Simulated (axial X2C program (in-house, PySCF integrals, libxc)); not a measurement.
**Linear FPF⁻ at several levels**

How do method and spin–orbit coupling move the bonds and stretches of FPF⁻, held linear?

Computed with an in-house X2C program for linear molecules on PySCF integrals. Level: all-electron X2C, two-component (2c) or spin-free, F dyall-av3z, P dyall-v3z.

All values are calculated.

2 further runs of the same task are left out: 2 set aside as unsound or not needed.

## 1. Input

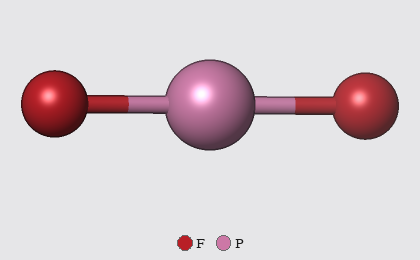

The atoms on one line, bonds 1.750 and 1.750 Å (fluorine red, phosphorus pink).

task.json reads:

```json
{"zs": [9, 15, 9], "q": -1, "bas": ["dyall-av3z", "dyall-v3z", "dyall-av3z"], "r0": [1.75, 1.75], "symm": 1, "scan": ["PBE0", "HF", "BHandHLYP"], "levels": ["PBE0", "HF", "BHandHLYP"], "nst": 2}
```

Keys: zs atomic numbers; q charge; bas basis sets; r0 starting distance in Å; symm equal bonds; scan levels of the two-bond scan (MP2 follows by itself at each HF point); levels methods; nst determinants followed.

Started as:

```console
python solin.py task.json out
```

Masses F 18.998, P 30.974, F 18.998 u.

## 2. Scan at PBE0, 2c

State: Ω = 1 (beyond evenly filled blocks: ω = -1/2, ω = 3/2). Energies above the lowest point, from the job's result record:

```
r(F–P) (Å)  r(P–F) (Å)  E (meV)
    1.7852      1.7852    24.49
    1.7852      1.8310     8.92
    1.7852      1.8768    12.29
    1.8310      1.7852     8.92
    1.8310      1.8310     0.00
    1.8310      1.8768     9.91
    1.8310      1.9225    34.57
    1.8768      1.7852    12.29
    1.8768      1.8310     9.91
    1.8768      1.8768    26.24
    1.9225      1.8310    34.57
    1.9225      1.9225    94.15
```

A quadratic surface with cubic terms in each bond gives the minimum at 1.829 and 1.829 Å, force constants 1.44, 1.44 and coupling 0.49 mdyn/Å.

## 3. Scan at HF, 2c

State: Ω = 1 (beyond evenly filled blocks: ω = -1/2, ω = 3/2). Energies above the lowest point, from the job's result record:

```
r(F–P) (Å)  r(P–F) (Å)  E (meV)
    1.7852      1.7852    25.66
    1.7852      1.8310     8.27
    1.7852      1.8768     6.13
    1.8310      1.7852     8.27
    1.8310      1.8310     0.00
    1.8310      1.8768     6.90
    1.8310      1.9225    25.22
    1.8768      1.7852     6.13
    1.8768      1.8310     6.90
    1.8768      1.8768    22.77
    1.9225      1.8310    25.22
    1.9225      1.9225    85.61
```

A quadratic surface with cubic terms in each bond gives the minimum at 1.831 and 1.831 Å, force constants 1.15, 1.15 and coupling 0.68 mdyn/Å.

## 4. Scan at BHandHLYP, 2c

State: Ω = 1 (beyond evenly filled blocks: ω = -1/2, ω = 3/2). Energies above the lowest point, from the job's result record:

```
r(F–P) (Å)  r(P–F) (Å)  E (meV)
    1.7852      1.7852    18.81
    1.7852      1.8310     5.63
    1.7852      1.8768     9.92
    1.8310      1.7852     5.63
    1.8310      1.8310     0.00
    1.8310      1.8768    11.73
    1.8310      1.9225    36.87
    1.8768      1.7852     9.92
    1.8768      1.8310    11.73
    1.8768      1.8768    30.79
    1.9225      1.8310    36.87
    1.9225      1.9225   102.35
```

A quadratic surface with cubic terms in each bond gives the minimum at 1.824 and 1.824 Å, force constants 1.36, 1.36 and coupling 0.56 mdyn/Å.

## 5. The levels side by side

| level | r(F–P) (Å) | r(P–F) (Å) | lower stretch (cm⁻¹) | upper stretch (cm⁻¹) |
| --- | --- | --- | --- | --- |
| PBE0, 2c | 1.829 | 1.829 | 415.5 | 436.0 |
| HF, 2c | 1.831 | 1.831 | 305.9 | 404.7 |
| BHandHLYP, 2c | 1.824 | 1.824 | 400.0 | 414.0 |
| MP2, 2c | 1.841 | 1.841 | 412.6 | 435.9 |
| PBE0, spin-free | 1.829 | 1.829 | 415.7 | 436.3 |
| HF, spin-free | 1.831 | 1.831 | 306.2 | 404.9 |
| BHandHLYP, spin-free | 1.824 | 1.824 | 400.3 | 414.2 |
| MP2, spin-free | 1.841 | 1.841 | 412.7 | 436.2 |

Scans not shown above were run alike.

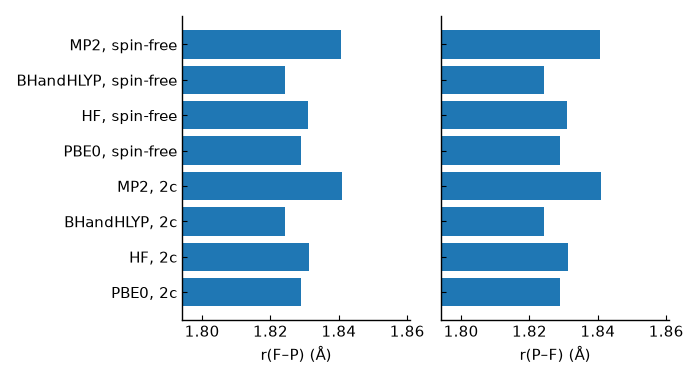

The two bond lengths by level.

In words: Over the levels the F–P bond spans 1.824 to 1.841 Å and the P–F bond 1.824 to 1.841 Å. At PBE0 spin–orbit coupling leaves both bonds unchanged to 0.001 Å. Each state is one determinant, the lowest of a limited PBE0 search; the stretches come from a fit to few points and are good to some per cent at best. The lower stretch spreads by more than a fifth over the levels, so it depends strongly on the method. The stretches are sorted by size, and where the two bonds are alike the symmetric and antisymmetric modes can swap order between levels. MP2 freezes inner shells (threshold -2 hartree). For an anion the highest level of a functional can be positive, and the basis then holds the extra electron. The molecule was held linear; bending was not examined, so a bent shape may lie lower. Open-shell Ω = 0 determinants with evenly filled partner blocks cannot be reached by this program, so the Ω shown need not be the lowest component. Note: several unpaired electrons, one determinant need not be a pure state.
